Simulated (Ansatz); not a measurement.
## Geometry relaxation, with input and output: BSiH5Cl2 (part 1 of 2)

The run: geometry relaxation of BSiH5Cl2. Method and program: RHF/cc-pVDZ (Ansatz 0.2.0).

It belongs to a series of runs on one base structure; here: end point B relaxed. Figures and captions count atoms from 1; the log counts them from 0 in places.

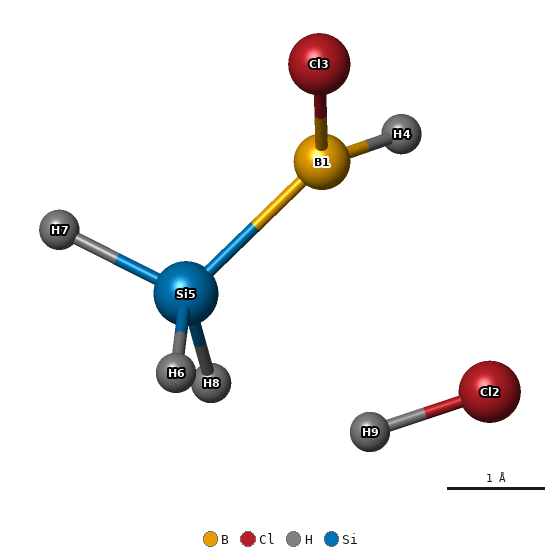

The structure as given in the input (ball-and-stick view, seen at a tilt; atoms are numbered from 1 in the order of the input). Bond lengths as drawn: B–Cl 1.78 Å, B–H 1.19 Å, B–Si 1.98 Å, Cl–H 1.32 Å and H–Si 1.49 Å.

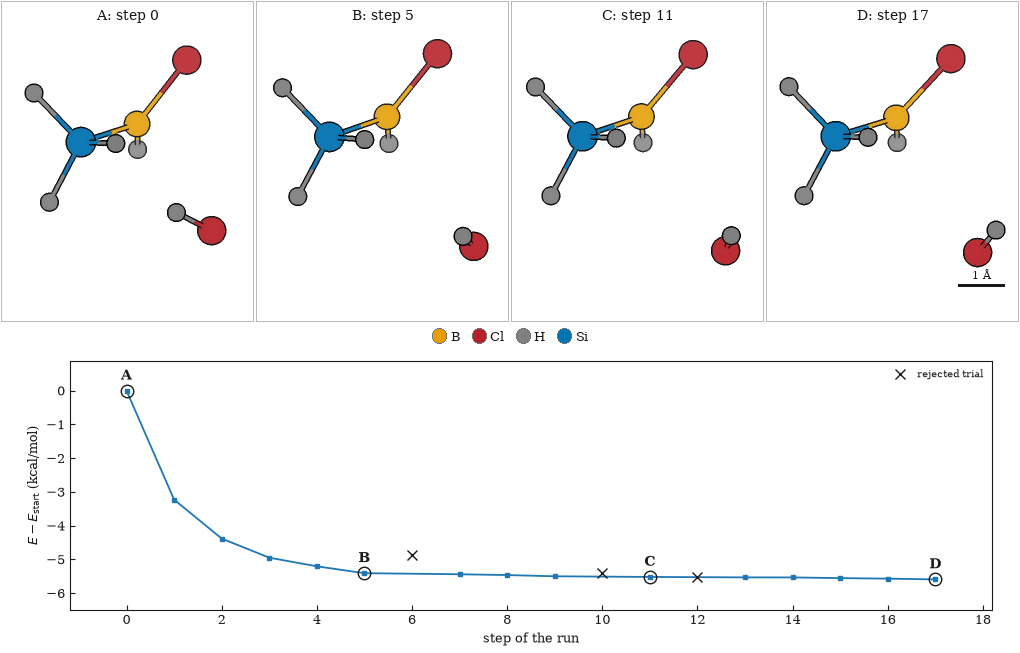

Frames of the relaxation (ball-and-stick view, seen at a tilt) above the curves, on which the letters mark them (the first geometry is step 0 here and step 1 in the log).

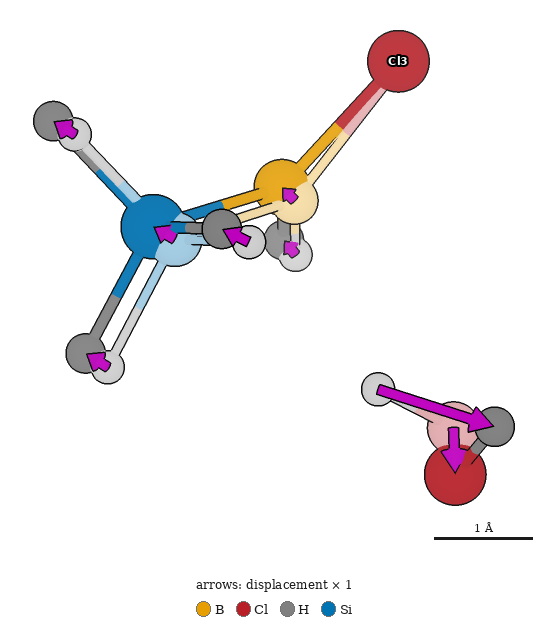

Start (faint) and end (solid) with the displacements as pink arrows, at true length (ball-and-stick view, seen at a tilt). The two geometries are laid on each other by the best rigid fit. H9 moves most after the best rigid fit: 1.28 Å. By element the largest moves are H 1.28 Å, Cl 0.49 Å, Si 0.26 Å, B 0.19 Å. Among the contacts that change: B1–Si5 1.983 → 2.046 Å, Cl2–H9 1.325 → 1.278 Å, Si5–H6 1.493 → 1.488 Å. The energy falls by 5.59 kcal/mol in 17 geometry steps. Largest force component: 1.4 eV/Å at the start, 0.016 eV/Å at the end. The line search rejected the trial steps at points 6, 10, 12 (counted from 0) and went back. (Atoms are counted from 1 in the order of the input.)

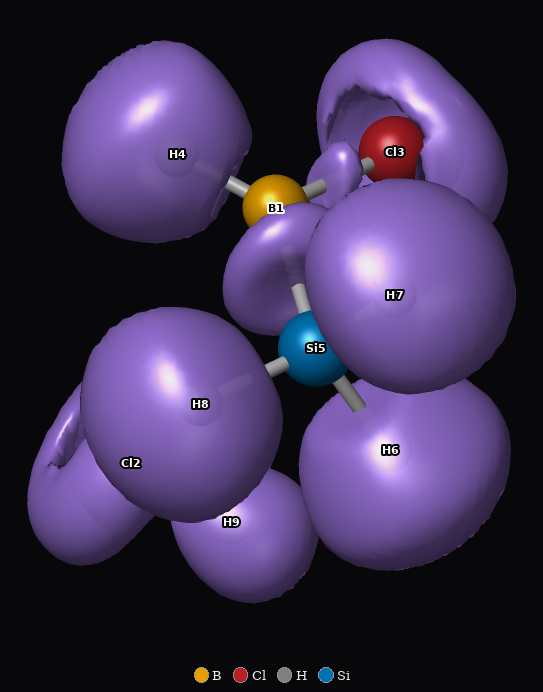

Isosurface of the ELF at 0.85 (purple), seen at an oblique angle. Only the valence region is drawn (cores and ρ < 0.01 e/Å³ removed). Values along the shortest contacts: B1···Cl2 (3.68 Å): the ELF is only about 0 between them; a non-bonded, intermolecular contact. B–Cl (1.77 Å): the ELF peaks at about 0.90 between the atoms (a polar covalent bond).

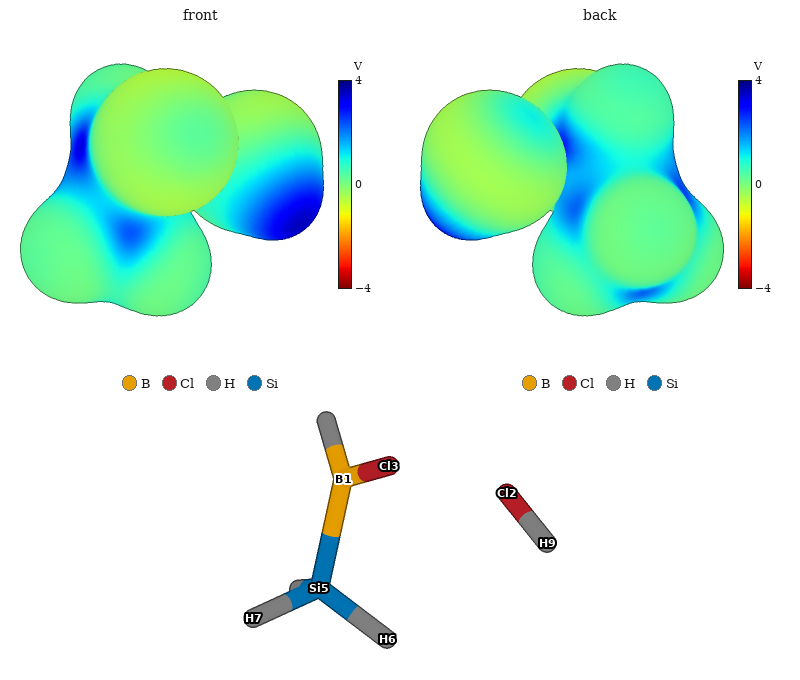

The molecular electrostatic potential painted on the density surface at 0.004 e/bohr³, seen at a tilt and from behind; the colour scale runs from red (negative) to blue (positive). The bare structure is drawn below in the same view.

The input and output of the run follow.

### The input
```yaml
crystal:
  periodic: [false, false, false]
  atoms:
    - { symbol: B, position_ang: [0.136876, 0.477131, -0.33696] }
    - { symbol: Cl, position_ang: [-0.176661, -0.385733, 2.58913] }
    - { symbol: Cl, position_ang: [1.552588, -0.435141, -0.903183] }
    - { symbol: H, position_ang: [-0.924177, -0.022288, -0.561487] }
    - { symbol: Si, position_ang: [0.430319, 2.27612, 0.444598] }
    - { symbol: H, position_ang: [1.494906, 2.209161, 1.48908] }
    - { symbol: H, position_ang: [0.895239, 3.215512, -0.613802] }
    - { symbol: H, position_ang: [-0.791227, 2.836448, 1.086305] }
    - { symbol: H, position_ang: [0.483838, 0.76109, 2.643119] }
basis:
  gaussian: { orbitals: cc-pVDZ }
hamiltonian:
  xc: hf
relax:
  f_tol: 0.03
  max_steps: 50
output:
  orbitals: {}
```

Launched with:
```bash
ansatz run input.yaml --threads 2 --pin off --max-ram 3072MiB --backend cpu --events-out ev --progress --plain --runs-dir out
```

### Log
```
The last accepted step is kept in [file] (removed where the run ends without a failure and the disk answers)
Engine: ansatz 0.2.0, aarch64-unknown-linux-gnu
Functional definition: HF
  exchange = exact_x
  correlation = 0
1034 factors; integrals over basis functions are off by at most 3.2e-4 eV
mean field evaluation 1: about -33619.1556 eV, gradient 1.8e1 eV
mean field evaluation 2: about -33619.2417 eV, gradient 1.8e1 eV
mean field evaluation 4: about -33620.8562 eV, gradient 2.3e0 eV
mean field evaluation 8: about -33620.8850 eV, gradient 1.2e-1 eV
mean field -33620.88511375 eV, -1235.5447388759 hartree, gradient 2.7e-5 eV, S^2 0.000000; 0 other end points of the search recorded, 0 dependent functions left out
the calculation of the forces begins
reference -33620.88511375 eV, -1235.5447388759 hartree; 29, 29 occupied and 64, 64 virtual orbitals, 1034 factors
relax step   1: F+E_penalty+E_count = -33620.88511375 eV  Δ(F+E_penalty+E_count) = +0.000e0 eV  max|allowed force component| = 1.362e0 eV/Å  Δτ_max = 0.0000 Å  (35 SCF iters, accepted)
these checks for a lower state are left out or cut short: starts, cluster_reference, orbital_swaps, neighbouring_geometries, increment
1034 factors; integrals over basis functions are off by at most 2.8e-4 eV
mean field evaluation 16: about -33621.0251 eV, gradient 6.6e-4 eV
mean field -33621.02507059 eV, -1235.5498821951 hartree, gradient 3.6e-5 eV, S^2 0.000000; 0 other end points of the search recorded, 0 dependent functions left out
[... from here on the field's lines of each further geometry are left out, up to the last ...]
relax step   2: F+E_penalty+E_count = -33621.02507059 eV  Δ(F+E_penalty+E_count) = -1.400e-1 eV  max|allowed force component| = 6.157e-1 eV/Å  Δτ_max = 0.1978 Å  (33 SCF iters, accepted)
relax step   3: F+E_penalty+E_count = -33621.07507194 eV  Δ(F+E_penalty+E_count) = -5.000e-2 eV  max|allowed force component| = 2.763e-1 eV/Å  Δτ_max = 0.1919 Å  (32 SCF iters, accepted)
relax step   4: F+E_penalty+E_count = -33621.09962231 eV  Δ(F+E_penalty+E_count) = -2.455e-2 eV  max|allowed force component| = 2.210e-1 eV/Å  Δτ_max = 0.2000 Å  (32 SCF iters, accepted)
relax step   5: F+E_penalty+E_count = -33621.11071988 eV  Δ(F+E_penalty+E_count) = -1.110e-2 eV  max|allowed force component| = 1.512e-1 eV/Å  Δτ_max = 0.1584 Å  (32 SCF iters, accepted)
relax step   6: F+E_penalty+E_count = -33621.11955136 eV  Δ(F+E_penalty+E_count) = -8.831e-3 eV  max|allowed force component| = 2.486e-2 eV/Å  Δτ_max = 0.2000 Å  (33 SCF iters, accepted)
relax step   7: F+E_penalty+E_count = -33621.09626697 eV  Δ(F+E_penalty+E_count) = +2.328e-2 eV  max|allowed force component| = 9.178e-1 eV/Å  Δτ_max = 0.1952 Å  (32 SCF iters, rejected (line search))
relax step   8: F+E_penalty+E_count = -33621.12093129 eV  Δ(F+E_penalty+E_count) = -1.380e-3 eV  max|allowed force component| = 1.408e-1 eV/Å  Δτ_max = 0.0950 Å  (32 SCF iters, accepted)
relax step   9: F+E_penalty+E_count = -33621.12194886 eV  Δ(F+E_penalty+E_count) = -1.018e-3 eV  max|allowed force component| = 1.482e-1 eV/Å  Δτ_max = 0.0799 Å  (32 SCF iters, accepted)
relax step  10: F+E_penalty+E_count = -33621.12353029 eV  Δ(F+E_penalty+E_count) = -1.581e-3 eV  max|allowed force component| = 4.847e-2 eV/Å  Δτ_max = 0.0759 Å  (32 SCF iters, accepted)
relax step  11: F+E_penalty+E_count = -33621.11931095 eV  Δ(F+E_penalty+E_count) = +4.219e-3 eV  max|allowed force component| = 2.073e-1 eV/Å  Δτ_max = 0.1122 Å  (32 SCF iters, rejected (line search))
relax step  12: F+E_penalty+E_count = -33621.12436615 eV  Δ(F+E_penalty+E_count) = -8.359e-4 eV  max|allowed force component| = 1.416e-2 eV/Å  Δτ_max = 0.0560 Å  (32 SCF iters, accepted)
relax step  13: F+E_penalty+E_count = -33621.12402350 eV  Δ(F+E_penalty+E_count) = +3.426e-4 eV  max|allowed force component| = 2.647e-1 eV/Å  Δτ_max = 0.0976 Å  (32 SCF iters, rejected (line search))
relax step  14: F+E_penalty+E_count = -33621.12493163 eV  Δ(F+E_penalty+E_count) = -5.655e-4 eV  max|allowed force component| = 2.829e-2 eV/Å  Δτ_max = 0.0476 Å  (32 SCF iters, accepted)
relax step  15: F+E_penalty+E_count = -33621.12498457 eV  Δ(F+E_penalty+E_count) = -5.294e-5 eV  max|allowed force component| = 8.920e-2 eV/Å  Δτ_max = 0.0482 Å  (32 SCF iters, accepted)
relax step  16: F+E_penalty+E_count = -33621.12587670 eV  Δ(F+E_penalty+E_count) = -8.921e-4 eV  max|allowed force component| = 1.711e-1 eV/Å  Δτ_max = 0.0729 Å  (32 SCF iters, accepted)
relax step  17: F+E_penalty+E_count = -33621.12656447 eV  Δ(F+E_penalty+E_count) = -6.878e-4 eV  max|allowed force component| = 1.027e-1 eV/Å  Δτ_max = 0.0255 Å  (33 SCF iters, accepted)
the calculation of the forces begins
reference -33621.12750766 eV, -1235.5536466878 hartree; 29, 29 occupied and 64, 64 virtual orbitals, 1034 factors
relax step  18: F+E_penalty+E_count = -33621.12750766 eV  Δ(F+E_penalty+E_count) = -9.432e-4 eV  max|allowed force component| = 1.646e-2 eV/Å  Δτ_max = 0.0566 Å  (33 SCF iters, accepted)
1034 factors; integrals over basis functions are off by at most 2.9e-4 eV
mean field -33621.12750766 eV, -1235.5536466878 hartree, gradient 3.9e-5 eV, S^2 0.000000; 1 other end points of the search recorded, 0 dependent functions left out
the calculation of the forces begins
reference -33621.12750766 eV, -1235.5536466878 hartree; 29, 29 occupied and 64, 64 virtual orbitals, 1034 factors
Total energy: -33621.12750766 eV, -1235.5536466878 hartree
Atom 0 at     0.165868     0.552896    -0.498372 Å, force    -0.012761    -0.007485    -0.008207 eV/Å
Atom 1 at    -0.434166    -0.311224     3.027357 Å, force     0.000388     0.001414    -0.000114 eV/Å
Atom 2 at     1.593800    -0.423439    -0.892715 Å, force     0.011950    -0.002058     0.006970 eV/Å
Atom 3 at    -0.885591     0.039287    -0.734076 Å, force     0.000060     0.011680     0.003395 eV/Å
Atom 4 at     0.419830     2.445124     0.238149 Å, force    -0.013469    -0.007909    -0.004721 eV/Å
Atom 5 at     1.480828     2.455467     1.281153 Å, force     0.016461     0.004405     0.014313 eV/Å
Atom 6 at     0.848566     3.334964    -0.878536 Å, force     0.000015     0.002489    -0.009297 eV/Å
Atom 7 at    -0.838752     2.985636     0.818036 Å, force    -0.004198     0.003388    -0.000190 eV/Å
Atom 8 at     0.751319    -0.146410     3.475804 Å, force     0.001555    -0.005924    -0.002150 eV/Å
Dipole moment:     0.053994     0.089853     0.194947 e Å
```

### Trajectory as extended XYZ (Å, eV, eV/Å), 18 frames, from step=1 to step=18
```
9
Properties=species:S:1:pos:R:3:forces:R:3 step=1 energy=-33620.88511
B     0.1369    0.4771   -0.3370   -0.1706  -0.8935  -0.6122
Cl   -0.1767   -0.3857    2.5891    0.6558   1.1343   0.2378
Cl    1.5526   -0.4351   -0.9032   -0.0080  -0.0105   0.0080
H    -0.9242   -0.0223   -0.5615    0.0454   0.0359   0.0106
Si    0.4303    2.2761    0.4446    0.1385   1.0894   0.1502
H     1.4949    2.2092    1.4891    0.0146   0.0079   0.0158
H     0.8952    3.2155   -0.6138   -0.0117   0.0131  -0.0027
H    -0.7912    2.8364    1.0863    0.0002  -0.0151  -0.0129
H     0.4838    0.7611    2.6431   -0.6642  -1.3616   0.2054
```
